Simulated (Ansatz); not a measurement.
Take Be in the hcp (Mg type) structure (space group P6_3/mmc, No. 194; a = 2.262 Å, c = 3.569 Å; relaxed with 0.1 eV smearing) as the base. Axes: x lies along a and z along c of the hexagonal cell.

Structures relaxed with Ansatz (a first-principles code) r2SCAN, without spin-orbit coupling.

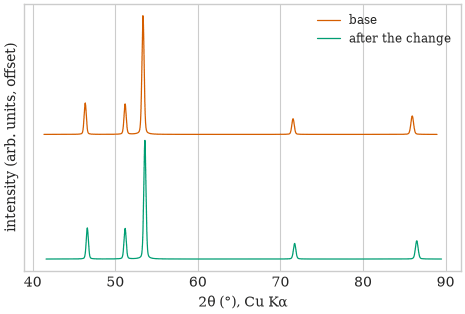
Figure. Simulated powder patterns before (top) and after one change

**Question.** What was done to the base?
(A) strain tensor (xx, yy, zz, yz, xz, xy) = (−0.46, +1.68, +0.15, +0.90, −0.19, −2.18) %
(B) strain tensor (xx, yy, zz, yz, xz, xy) = (+0.15, −0.65, −0.69, −0.44, −0.84, −0.52) %
(C) uniaxial strain ε_yy = −1.75 %
(D) biaxial strain −0.51 %, plane normal [001], relaxed out of plane

**Answer.** D, biaxial strain −0.51 %, plane normal [001], relaxed out of plane. Its volume per atom is 7.83 Å³ against 7.91 Å³, and its space group is P6_3/mmc (No. 194).

Stability against distortions was not tested.
